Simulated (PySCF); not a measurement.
**C₆H₅Cl: a tour of settings**

Which settings matter for C₆H₅Cl (`C#C[C@@H]1C/C1=C\Cl`)?

Computed with PySCF 2.14.0, with density-fitted response routines of our own, on a single molecule in the gas phase. Atoms count from 0, in the outputs and in this text.

## 1. Starting geometry

12 atoms, charge 0, multiplicity 1; geometry from: GFN2-xTB.

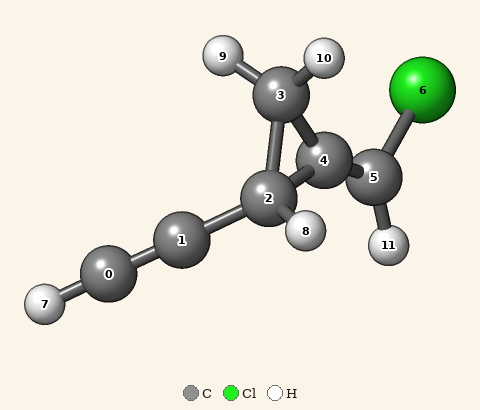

The starting geometry (carbon grey, chlorine green, hydrogen white), atoms numbered.

## 2. Nuclear shieldings: PBE0/pcSseg-1

The job: settings as JSON, then the geometry in Å.

```
{"job": {"kind": "nmr", "xc": "PBE0", "basis": "pcSseg-1"}, "charge": 0, "multiplicity": 1}
C      2.533924    -0.727372     0.936256
C      1.634557    -0.290493     0.276651
C      0.555178     0.240351    -0.496071
C     -0.339011     1.320625     0.101465
C     -0.834558    -0.041571    -0.082465
C     -1.781403    -0.930749     0.044685
Cl    -3.339146    -0.535442     0.701168
H      3.327321    -1.114313     1.502397
H      0.761619     0.289467    -1.560664
H     -0.130102     1.653914     1.108777
H     -0.702399     2.100959    -0.552380
H     -1.684781    -1.966060    -0.241127
```

Method: GIAO PBE0/pcSseg-1 NMR shielding, non-relativistic, gas phase.

Started as:

```console
OMP_NUM_THREADS=1 python probes_run.py task.json out
```

One launch serves the whole session: the jobs run in the order shown.

Standard output:

```text
coarse grid: 11240 points
cycle   1  E = -691.1446823850  dE =  1.204e+00  |g| = 3.626e-01  |ddm| = 3.495e+00
cycle   2  E = -691.1504008130  dE = -5.718e-03  |g| = 3.400e-01  |ddm| = 8.831e-01
cycle   3  E = -691.1775950720  dE = -2.719e-02  |g| = 9.543e-02  |ddm| = 4.070e-01
cycle   4  E = -691.1796193821  dE = -2.024e-03  |g| = 3.351e-02  |ddm| = 1.029e-01
cycle   5  E = -691.1798618509  dE = -2.425e-04  |g| = 1.117e-02  |ddm| = 3.134e-02
cycle   6  E = -691.1798848752  dE = -2.302e-05  |g| = 5.366e-03  |ddm| = 1.237e-02
cycle   7  E = -691.1798918624  dE = -6.987e-06  |g| = 1.174e-03  |ddm| = 5.081e-03
final grid: 105856 points
cycle   8  E = -691.2234459978  dE = -3.378e-05  |g| = 5.425e-03  |ddm| = 4.103e-02
cycle   9  E = -691.2234466470  dE = -6.492e-07  |g| = 5.001e-03  |ddm| = 1.018e-02
cycle  10  E = -691.2234528635  dE = -6.217e-06  |g| = 8.249e-04  |ddm| = 5.369e-03
cycle  11  E = -691.2234530021  dE = -1.386e-07  |g| = 2.560e-04  |ddm| = 1.190e-03
cycle  12  E = -691.2234530143  dE = -1.221e-08  |g| = 1.270e-04  |ddm| = 3.176e-04
cycle  13  E = -691.2234530182  dE = -3.880e-09  |g| = 3.401e-05  |ddm| = 1.240e-04
cycle  14  E = -691.2234530185  dE = -2.788e-10  |g| = 7.824e-06  |ddm| = 3.675e-05
converged SCF energy = -691.2234530185

GIAO shielding tensors (ppm)
atom      isotropic    diamagn.    paramagn.     s11        s22        s33       span
  0 C      114.283     257.231    -142.948     38.396     44.835    259.617    221.220
  1 C       98.834     255.920    -157.086     -4.168      6.237    294.434    298.602
  2 C      175.540     249.230     -73.690    149.330    161.340    215.950     66.621
  3 C      170.511     250.923     -80.413    142.234    162.029    207.269     65.035
  4 C       53.834     259.980    -206.146    -31.890     14.388    179.003    210.893
  5 C       61.221     250.595    -189.374    -25.873     88.632    120.904    146.777
  6 Cl     736.293    1145.380    -409.087    521.257    717.014    970.607    449.350
  7 H       30.406      33.795      -3.389     24.911     25.167     41.141     16.229
  8 H       29.397      27.950       1.447     22.803     27.176     38.211     15.408
  9 H       30.167      29.143       1.024     25.972     27.041     37.488     11.516
 10 H       30.072      29.144       0.928     25.450     25.971     38.794     13.344
 11 H       24.904      29.309      -4.405     19.604     27.144     27.964      8.360
```

Wall time 29 s (1 thread of Intel Xeon Platinum 8175M at 2.50GHz, shared host); peak memory 0.72 GiB.

The references, computed at this level on geometries of the same kind, shield at (ppm): 1H TMS 31.72, 13C TMS 186.9, 35Cl HCl 950. Their shielding less the atom's gives the shift. The references are single molecules in the gas phase.

```
atoms                               environment  σ (ppm)  δ (ppm)  δ scaled to CDCl3
   C4           fully substituted alkene carbon     53.8    133.1              128.0
   C5                    alkene CH bonded to Cl     61.2    125.7              120.8
   C1                             alkyne carbon     98.8     88.1               84.1
   C0                    terminal alkyne carbon    114.3     72.6               69.0
   C3                three-membered-ring carbon    170.5     16.4               14.1
   C2                three-membered-ring carbon    175.5     11.4                9.2
  H11     hydrogen on an alkene CH bonded to Cl    24.90     6.81               6.53
   H8  hydrogen on a three-membered-ring carbon    29.40     2.32               2.29
  H10  hydrogen on a three-membered-ring carbon    30.07     1.65               1.66
   H9  hydrogen on a three-membered-ring carbon    30.17     1.55               1.57
   H7      hydrogen on a terminal alkyne carbon    30.41     1.31               1.34
  Cl6                      chlorine bonded to C      736      213                  –
```

The scaled column applies a straight-line fit of computed shieldings to shifts measured in CDCl3, with any fitted terms for Cl, Br or S neighbours (root-mean-square error 0.16 ppm for H, 1.9 ppm for C).

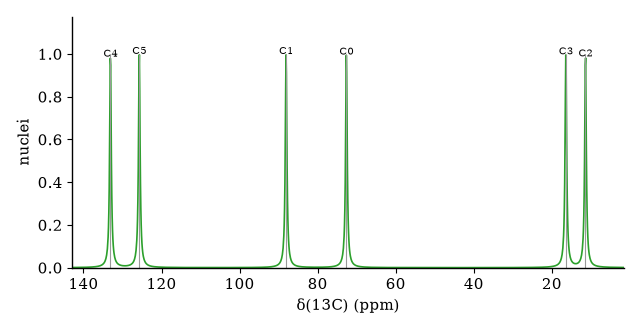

13C lines at the computed shifts, without couplings. Lines are broadened to a width of 0.49 ppm (Lorentzian).

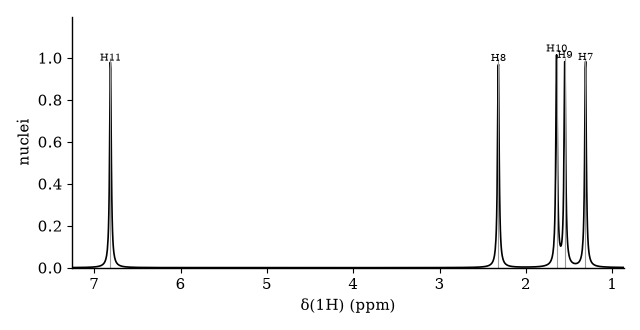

1H lines at the computed shifts, without couplings. Lines are broadened to a width of 0.02 ppm (Lorentzian).

The run also stored atomic charges by several schemes (e):

```
atoms  Mulliken    IAO  Hirshfeld  ESP fit
   C0     -0.35  -0.24      -0.12    -0.47
   C1      0.32  -0.03      -0.04     0.06
   C2     -0.27  -0.15      -0.02    -0.10
   C3     -0.09  -0.28      -0.07    -0.32
   C4     -0.03  -0.01      -0.01     0.18
   C5     -0.16  -0.17      -0.03    -0.31
  Cl6     -0.09  -0.03      -0.05    -0.06
```

ESP fit charges:

```
atom  value (e)
  C0      -0.47
  C1       0.06
  C2      -0.10
  C3      -0.32
  C4       0.18
  C5      -0.31
 Cl6      -0.06
  H7       0.32
  H8       0.15
  H9       0.18
 H10       0.15
 H11       0.22
```

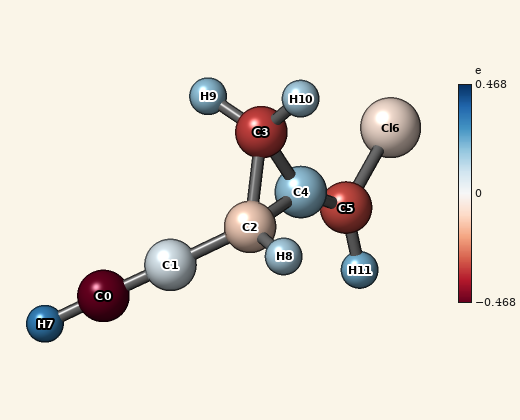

ESP fit charges, as colours on the atoms.

Mayer bond orders: C0–C1 2.48, C1–C2 1.04, C2–C3 0.93, C3–C4 0.95, C4–C5 1.84, C5–Cl6 1.07, C4–C2 0.91.

Ring of atoms C2, C3, C4: NICS(0) -32.9, NICS(1) -7.8, NICS(1)zz -18.6 ppm (means of both faces). The ring holds saturated atoms, so no π current runs round it: these values come from its σ bonds, any local π bonds and neighbouring rings, and say nothing of aromaticity.

In rings of three or four atoms NICS is ruled by the nearby σ bonds, so it says little on aromaticity.

## 3. TDDFT and polarisability: PBE0/def2-SVPD

Settings changed since step 2:

```diff
@@ -1,2 +1,2 @@
-{"job": {"kind": "nmr", "xc": "PBE0", "basis": "pcSseg-1"}, "charge": 0, "multiplicity": 1}
+{"job": {"kind": "uv", "xc": "PBE0", "basis": "def2-SVPD", "nstates": 6, "ntriplets": 2}, "charge": 0, "multiplicity": 1}
 C      2.533924    -0.727372     0.936256
```

Level: TDDFT PBE0/def2-SVPD, vertical, gas phase, core orbitals frozen in the response.

Standard output:

```text
coarse grid: 11240 points
cycle   1  E = -690.8613703812  dE =  1.141e+00  |g| = 3.393e-01  |ddm| = 9.619e+00
cycle   2  E = -690.8664046892  dE = -5.034e-03  |g| = 3.176e-01  |ddm| = 2.329e+00
cycle   3  E = -690.8916719842  dE = -2.527e-02  |g| = 8.914e-02  |ddm| = 9.631e-01
cycle   4  E = -690.8934730088  dE = -1.801e-03  |g| = 3.237e-02  |ddm| = 2.160e-01
cycle   5  E = -690.8937126001  dE = -2.396e-04  |g| = 1.045e-02  |ddm| = 7.645e-02
cycle   6  E = -690.8937331731  dE = -2.057e-05  |g| = 5.029e-03  |ddm| = 2.571e-02
cycle   7  E = -690.8937395483  dE = -6.375e-06  |g| = 9.501e-04  |ddm| = 1.108e-02
final grid: 105856 points
cycle   8  E = -690.9766613620  dE = -2.717e-05  |g| = 4.846e-03  |ddm| = 1.369e-01
cycle   9  E = -690.9766618089  dE = -4.469e-07  |g| = 4.793e-03  |ddm| = 2.429e-02
cycle  10  E = -690.9766679372  dE = -6.128e-06  |g| = 6.597e-04  |ddm| = 1.164e-02
cycle  11  E = -690.9766680547  dE = -1.175e-07  |g| = 1.517e-04  |ddm| = 2.040e-03
cycle  12  E = -690.9766680589  dE = -4.230e-09  |g| = 8.805e-05  |ddm| = 4.426e-04
cycle  13  E = -690.9766680606  dE = -1.669e-09  |g| = 3.414e-05  |ddm| = 1.802e-04
cycle  14  E = -690.9766680608  dE = -2.819e-10  |g| = 7.193e-06  |ddm| = 6.937e-05
converged SCF energy = -690.9766680608

Static polarisability (au): isotropic 84.639, principal 61.880 74.391 117.646

Singlet excitations
state   eV       nm        f      main configurations
  1   5.9022    210.1   0.03012   H-1->L 0.52, H->L 0.41
  2   6.3288    195.9   0.00357   H-2->L 0.83
  3   6.3579    195.0   0.02190   H->L+1 0.75
  4   6.5049    190.6   0.10092   H-1->L 0.30, H->L 0.20, H->L+2 0.15
  5   6.5318    189.8   0.17823   H->L 0.31, H-1->L+2 0.14, H->L+2 0.12
  6   6.7833    182.8   0.02267   H-2->L+1 0.26, H-1->L+1 0.19, H->L+2 0.12

Triplet excitations (Tamm-Dancoff, eV): 4.1571 5.2000
```

It took 35 s on 1 thread of Intel Xeon Platinum 8175M at 2.50GHz, shared host; peak memory 0.76 GiB.

The orbitals next to the gap, with their largest atomic shares:

```
orbital     eV                       atoms
 HOMO−3  -9.00           Cl6 81 %, C5 12 %
 HOMO−2  -8.06    C0 38 %, C1 36 %, C2 6 %
 HOMO−1  -7.80   C0 26 %, C1 23 %, C4 12 %
   HOMO  -7.43  Cl6 25 %, C4 22 %, C5 21 %
   LUMO  -0.47   C5 28 %, C4 25 %, Cl6 9 %
 LUMO+1   0.36  Cl6 31 %, C0 14 %, C1 13 %
 LUMO+2   0.62  C0 16 %, C3 12 %, Cl6 12 %
```

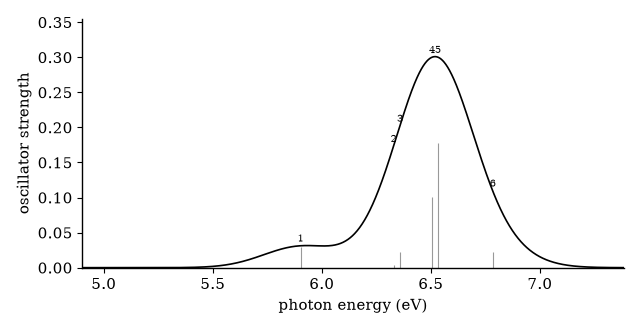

Absorption spectrum from the 6 singlet states computed; above the last one it falls off for lack of states. Lines are broadened to a width of 0.40 eV (Gaussian).

Ground-state properties from the same run:

```
           property  computed
  dipole moment (D)      1.45
polarisability (Å³)     12.54
 HOMO–LUMO gap (eV)      6.97
      −ε(HOMO) (eV)      7.43
```

## 4. Ultraviolet spectrum: WP04/6-311G**

Settings changed since step 3:

```diff
@@ -1,2 +1,2 @@
-{"job": {"kind": "uv", "xc": "PBE0", "basis": "def2-SVPD", "nstates": 6, "ntriplets": 2}, "charge": 0, "multiplicity": 1}
+{"job": {"kind": "uv", "xc": "WP04", "basis": "6-311G**", "nstates": 6, "ntriplets": 2, "tda": false}, "charge": 0, "multiplicity": 1}
 C      2.533924    -0.727372     0.936256
```

Level: TDDFT WP04/6-311G**, vertical, gas phase, core orbitals frozen in the response.

Standard output:

```text
coarse grid: 11240 points
cycle   1  E = -701.6079555066  dE =  1.046e+00  |g| = 5.765e-01  |ddm| = 3.415e+00
cycle   2  E = -701.6082485512  dE = -2.930e-04  |g| = 5.792e-01  |ddm| = 1.042e+00
cycle   3  E = -701.6876598076  dE = -7.941e-02  |g| = 1.673e-01  |ddm| = 5.886e-01
cycle   4  E = -701.6942924525  dE = -6.633e-03  |g| = 4.633e-02  |ddm| = 1.564e-01
cycle   5  E = -701.6946673207  dE = -3.749e-04  |g| = 2.563e-02  |ddm| = 4.733e-02
cycle   6  E = -701.6948097487  dE = -1.424e-04  |g| = 9.403e-03  |ddm| = 2.019e-02
cycle   7  E = -701.6948306381  dE = -2.089e-05  |g| = 1.541e-03  |ddm| = 7.978e-03
cycle   8  E = -701.6948311510  dE = -5.128e-07  |g| = 4.191e-04  |ddm| = 1.584e-03
final grid: 105856 points
cycle   9  E = -701.6990166349  dE = -4.152e-05  |g| = 6.184e-03  |ddm| = 4.861e-02
cycle  10  E = -701.6990099457  dE =  6.689e-06  |g| = 7.772e-03  |ddm| = 1.143e-02
cycle  11  E = -701.6990247039  dE = -1.476e-05  |g| = 2.325e-03  |ddm| = 8.178e-03
cycle  12  E = -701.6990259996  dE = -1.296e-06  |g| = 6.325e-04  |ddm| = 1.814e-03
cycle  13  E = -701.6990260863  dE = -8.671e-08  |g| = 2.302e-04  |ddm| = 6.658e-04
cycle  14  E = -701.6990260976  dE = -1.132e-08  |g| = 8.100e-05  |ddm| = 2.043e-04
cycle  15  E = -701.6990260990  dE = -1.433e-09  |g| = 2.225e-05  |ddm| = 8.286e-05
cycle  16  E = -701.6990260992  dE = -1.073e-10  |g| = 8.069e-06  |ddm| = 2.260e-05
converged SCF energy = -701.6990260992

Static polarisability (au): isotropic 70.998, principal 46.737 59.997 106.260

Singlet excitations
state   eV       nm        f      main configurations
  1   5.6293    220.2   0.01807   H-1->L 0.54, H->L 0.44
  2   5.9855    207.1   0.00320   H-2->L 0.95
  3   6.2135    199.5   0.02741   H->L+1 0.81, H-1->L+1 0.11
  4   6.4077    193.5   0.13588   H->L 0.35, H-1->L 0.33
  5   6.6002    187.8   0.11200   H->L+2 0.24, H-2->L+1 0.20, H-1->L+2 0.16
  6   6.6243    187.2   0.00936   H-2->L+1 0.64, H->L+2 0.12

Triplet excitations (Tamm-Dancoff, eV): 4.1443 5.1512
```

Wall time 30 s (1 thread of Intel Xeon Platinum 8175M at 2.50GHz, shared host); peak memory 0.68 GiB.

Key values: HOMO -8.48 eV, LUMO -2.44 eV; lowest singlet 5.63 eV.

## 5. Shielding tensors: OPBE/ANO-RCC-VDZP

Settings changed since step 4:

```diff
@@ -1,2 +1,2 @@
-{"job": {"kind": "uv", "xc": "WP04", "basis": "6-311G**", "nstates": 6, "ntriplets": 2, "tda": false}, "charge": 0, "multiplicity": 1}
+{"job": {"kind": "nmr", "xc": "OPBE", "basis": "ANO-RCC-VDZP", "pop": false, "scf": {"aux": "def2-universal-jkfit"}}, "charge": 0, "multiplicity": 1}
 C      2.533924    -0.727372     0.936256
```

Method: GIAO OPBE/ANO-RCC-VDZP NMR shielding, non-relativistic, gas phase.

Standard output:

```text
final grid: 105856 points
cycle   1  E = -691.2259139841  dE =  9.962e-01  |g| = 4.422e-01  |ddm| = 5.007e+00
cycle   2  E = -691.2058180356  dE =  2.010e-02  |g| = 5.175e-01  |ddm| = 9.883e-01
cycle   3  E = -691.2767233346  dE = -7.091e-02  |g| = 1.669e-01  |ddm| = 7.174e-01
cycle   4  E = -691.2841927454  dE = -7.469e-03  |g| = 4.441e-02  |ddm| = 2.485e-01
cycle   5  E = -691.2845895205  dE = -3.968e-04  |g| = 2.330e-02  |ddm| = 6.445e-02
cycle   6  E = -691.2847063267  dE = -1.168e-04  |g| = 1.086e-02  |ddm| = 3.050e-02
cycle   7  E = -691.2847357779  dE = -2.945e-05  |g| = 1.922e-03  |ddm| = 1.153e-02
cycle   8  E = -691.2847367430  dE = -9.651e-07  |g| = 6.730e-04  |ddm| = 2.815e-03
cycle   9  E = -691.2847368665  dE = -1.236e-07  |g| = 1.424e-04  |ddm| = 8.870e-04
cycle  10  E = -691.2847368722  dE = -5.702e-09  |g| = 3.961e-05  |ddm| = 1.983e-04
cycle  11  E = -691.2847368726  dE = -3.752e-10  |g| = 1.387e-05  |ddm| = 5.562e-05
converged SCF energy = -691.2847368726

GIAO shielding tensors (ppm)
atom      isotropic    diamagn.    paramagn.     s11        s22        s33       span
  0 C      129.024     262.065    -133.041     60.876     66.661    259.535    198.659
  1 C      111.796     249.187    -137.391     16.572     27.137    291.679    275.107
  2 C      177.289     247.342     -70.053    149.859    166.132    215.875     66.016
  3 C      174.010     246.471     -72.461    145.818    168.035    208.177     62.359
  4 C       66.286     244.505    -178.220     -8.205     25.613    181.449    189.654
  5 C       73.043     251.427    -178.384     -0.494     95.485    124.137    124.631
  6 Cl     757.568    1156.924    -399.356    547.682    744.064    980.958    433.275
  7 H       29.845      34.828      -4.983     24.090     24.323     41.122     17.031
  8 H       28.963      30.587      -1.624     22.527     26.564     37.798     15.271
  9 H       30.006      30.768      -0.761     25.984     26.822     37.213     11.229
 10 H       29.875      30.438      -0.563     25.316     25.860     38.449     13.133
 11 H       24.530      32.057      -7.527     19.390     26.859     27.342      7.952
```

It took 93 s on 1 thread of Intel Xeon Platinum 8175M at 2.50GHz, shared host; peak memory 0.6 GiB.

This run: δ C4 124.5, C5 117.8, C1 79.0, C0 61.8, H11 7.18, H8 2.75 ppm.

## 6. Excited states and response: PBE0/def2-SVPD

Settings changed since step 5:

```diff
@@ -1,2 +1,2 @@
-{"job": {"kind": "nmr", "xc": "OPBE", "basis": "ANO-RCC-VDZP", "pop": false, "scf": {"aux": "def2-universal-jkfit"}}, "charge": 0, "multiplicity": 1}
+{"job": {"kind": "uv", "xc": "PBE0", "basis": "def2-SVPD", "nstates": 3, "ntriplets": 0, "tda": true, "scf": {"aux": "def2-qzvpp-jkfit", "level_shift": 0.1}}, "charge": 0, "multiplicity": 1}
 C      2.533924    -0.727372     0.936256
```

With the program's defaults for keys left out, this is: TDA PBE0/def2-SVPD, vertical, gas phase, core orbitals frozen in the response.

Standard output:

```text
final grid: 105856 points
cycle   1  E = -690.9420328679  dE =  1.145e+00  |g| = 3.401e-01  |ddm| = 9.276e+00
cycle   2  E = -690.9573960415  dE = -1.536e-02  |g| = 2.759e-01  |ddm| = 2.083e+00
cycle   3  E = -690.9759404253  dE = -1.854e-02  |g| = 5.271e-02  |ddm| = 7.721e-01
cycle   4  E = -690.9764984298  dE = -5.580e-04  |g| = 2.642e-02  |ddm| = 1.710e-01
cycle   5  E = -690.9766509943  dE = -1.526e-04  |g| = 8.325e-03  |ddm| = 6.619e-02
cycle   6  E = -690.9766671999  dE = -1.621e-05  |g| = 2.201e-03  |ddm| = 2.361e-02
cycle   7  E = -690.9766683631  dE = -1.163e-06  |g| = 5.800e-04  |ddm| = 8.078e-03
cycle   8  E = -690.9766684567  dE = -9.362e-08  |g| = 1.683e-04  |ddm| = 1.943e-03
cycle   9  E = -690.9766684649  dE = -8.195e-09  |g| = 5.283e-05  |ddm| = 5.200e-04
cycle  10  E = -690.9766684658  dE = -9.375e-10  |g| = 1.360e-05  |ddm| = 2.348e-04
level shift removed, Fock matrix diagonalised once more
converged SCF energy = -690.9766684658

Static polarisability (au): isotropic 84.639, principal 61.880 74.391 117.646

Singlet excitations
state   eV       nm        f      main configurations
  1   5.9229    209.3   0.02239   H-1->L 0.57, H->L 0.35
  2   6.3419    195.5   0.00374   H-2->L 0.85
  3   6.3867    194.1   0.01402   H->L+1 0.80
```

Run time: 31 s. Hardware: 1 thread of Intel Xeon Platinum 8175M at 2.50GHz, shared host; peak memory 0.69 GiB.

This run: HOMO -7.43 eV, LUMO -0.47 eV; lowest singlet 5.92 eV.

## 7. Comparing the runs: NMR shifts

Shifts (ppm) of some atoms, chosen among heavy atoms and hydrogens apart, with basis size and wall time:

```
              run     C4     C5    C1    C0    C2    H8    H7  functions  time
    PBE0/pcSseg-1  133.1  125.7  88.1  72.6  11.4  2.32  1.31        151  29 s
OPBE/ANO-RCC-VDZP  124.5  117.8  79.0  61.8  13.5  2.75  1.87        127  93 s
```

## 8. Results

| quantity | value |
| --- | --- |
| 13C shifts against TMS (PBE0/pcSseg-1) | 133.1, 125.7, 88.1, 72.6, 16.4, 11.4 ppm |
| 1H shifts against TMS (PBE0/pcSseg-1) | 6.81, 2.32, 1.65, 1.55, 1.31 ppm |
| 35Cl shifts against HCl (PBE0/pcSseg-1) | 213 ppm |
| lowest singlet (PBE0/def2-SVPD) | 5.90 eV (210 nm), f = 0.030 |
| brightest single state of those computed | state 5, 6.53 eV, f = 0.178 |
| lowest triplet | 4.16 eV |
| range of the shift of C0 | 61.8 to 72.6 ppm |

Single values in the summary come from the first sound run of each kind (PBE0/pcSseg-1; PBE0/def2-SVPD), which need not be the best level. The most deshielded hydrogen is H11 (hydrogen on an alkene CH bonded to Cl), at 6.81 ppm: attached to an sp2 carbon and in the plane of the double bond. At PBE0/pcSseg-1: The largest span, 449 ppm, is at Cl6, where the paramagnetic term is -409 ppm. The first singlet state (HOMO−1→LUMO 0.52, HOMO→LUMO 0.41) lies at 5.90 eV and is weak; of the 6 states computed, the strongest absorption comes from states 4 to 5 together at 6.53 eV. The lowest triplet lies 1.75 eV below the lowest singlet (triplets in Tamm-Dancoff, singlets in full TDDFT). Among the atoms with a shift in every run: Across the 2 runs the shift of C0 moves most, between 61.8 (OPBE/ANO-RCC-VDZP) and 72.6 ppm (PBE0/pcSseg-1).
